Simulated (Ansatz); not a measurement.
**B3LYP/STO-3G run of [SiF3]− (SMILES F[Si-](F)F)**

What is the energy change on altering one bond length of [SiF3]− at B3LYP/STO-3G? 

The results are computed with Ansatz 0.2.0.

5 further runs of the same task are left out: 4 that didn't finish, 1 set aside as unsound or not needed.

**1. Starting point**

[SiF3]−: 4 atoms, total charge -1, spin state singlet. As SMILES, `F[Si-](F)F`. Geometry: relaxed at GFN2-xTB.

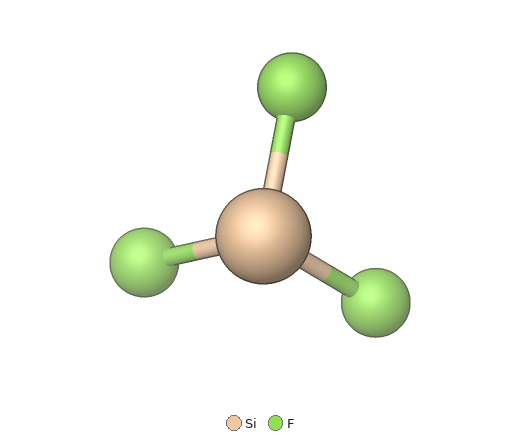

The structure, seen from a chosen angle (silicon light orange, fluorine green).

**2. The energy at B3LYP/STO-3G**

The input, molecule.yaml:

```yaml
crystal:
  periodic: [false, false, false]
  atoms:
    - {symbol: Si, position_ang: [-0.004470, 0.005770, 0.685050]}
    - {symbol: F, position_ang: [1.428310, -0.030960, -0.216950]}
    - {symbol: F, position_ang: [-0.687310, 1.250250, -0.242810]}
    - {symbol: F, position_ang: [-0.736530, -1.225060, -0.225300]}
basis:
  gaussian: {orbitals: STO-3G}
hamiltonian: {xc: {name: B3LYP}}
accuracy: high
total_charge: -1
```

On the command line:

```bash
$ ansatz run molecule.yaml --threads 1 --pin off --max-ram 2610MiB --events-out events.jsonl --progress --plain --runs-dir runs
```

Output:

```text
Warning: RAYON_NUM_THREADS=1 ignored (pool sized by the plan → 1); use --threads N
Functional definition: B3LYP
  name "B3LYP"
  parameter a0 = 0.2
  parameter ax = 0.72
  parameter ac = 0.81
  exchange = (1 - a0 - ax)*slater_x + ax*b88_x + a0*exact_x
  correlation = (1 - ac)*vwn_rpa_c + ac*lyp_c
463 factors; integrals over basis functions are off by at most 4.2e-8 eV
mean field evaluation 1: about -15814.1386 eV, gradient 1.1e1 eV
mean field evaluation 2: about -15814.3244 eV, gradient 8.7e0 eV
mean field evaluation 4: about -15814.6007 eV, gradient 2.7e-2 eV
mean field evaluation 8: about -15814.6068 eV, gradient 1.5e-4 eV
mean field -15814.60678471 eV, -581.1760798128 hartree, gradient 6.1e-8 eV, S^2 0.000000; 0 other end points of the search recorded, 0 dependent functions left out
reference -15814.60680515 eV, -581.1760805638 hartree; 21, 21 occupied and 3, 3 virtual orbitals, 463 factors
Total energy: -15814.60680515 eV, -581.1760805638 hartree
```

Wall time 0.48 s (1 thread of AMD EPYC 9R45 (Zen 5), shared host); peak memory 0.12 GiB.

**3. The distorted shape at the same level**

The input, run.yaml:

```yaml
crystal:
  periodic: [false, false, false]
  atoms:
    - {symbol: Si, position_ang: [0.178558, 0.313499, 0.912654]}
    - {symbol: F, position_ang: [1.611338, 0.276769, 0.010654]}
    - {symbol: F, position_ang: [-0.504282, 1.557979, -0.015206]}
    - {symbol: F, position_ang: [-0.736530, -1.225060, -0.225300]}
basis:
  gaussian:
    orbitals: STO-3G
total_charge: -1
hamiltonian:
  xc: {name: B3LYP}
accuracy: high
```

On the command line:

```bash
$ ansatz run run.yaml --threads 1 --pin off --max-ram 2610MiB --events-out events.jsonl --progress --plain --runs-dir runs
```

Output (excerpt; [...] marks lines left out):

```text
Warning: RAYON_NUM_THREADS=1 ignored (pool sized by the plan → 1); use --threads N
[... 7 set-up lines as earlier in the session ...]
448 factors; integrals over basis functions are off by at most 3.8e-8 eV
mean field evaluation 1: about -15812.1735 eV, gradient 1.5e1 eV
mean field evaluation 2: about -15807.2039 eV, gradient 4.1e1 eV
mean field evaluation 4: about -15813.4665 eV, gradient 1.6e0 eV
mean field evaluation 8: about -15813.4681 eV, gradient 5.1e-2 eV
mean field evaluation 16: about -15813.4681 eV, gradient 1.1e-7 eV
mean field -15813.46813221 eV, -581.1342351051 hartree, gradient 1.4e-8 eV, S^2 0.000000; 0 other end points of the search recorded, 0 dependent functions left out
reference -15813.46815291 eV, -581.1342358656 hartree; 21, 21 occupied and 3, 3 virtual orbitals, 448 factors
Total energy: -15813.46815291 eV, -581.1342358656 hartree
```

It took 0.48 s on 1 thread of AMD EPYC 9R45 (Zen 5), shared host; peak memory 0.12 GiB.

**4. What came out**

At B3LYP/STO-3G:

| quantity | value |
| --- | --- |
| first shape: total energy | -581.17608 Eh |
| distorted shape: total energy | -581.13424 Eh |
| energy change with the Si1–F4 bond stretched from 1.697 to 2.121 Å | 1.139 eV |

With the Si1–F4 bond stretched from 1.697 to 2.121 Å the energy rises by 1.14 eV (26 kcal/mol). The first shape isn't relaxed at this level, so the change isn't measured from a minimum. The minimal basis adds a large error of its own.
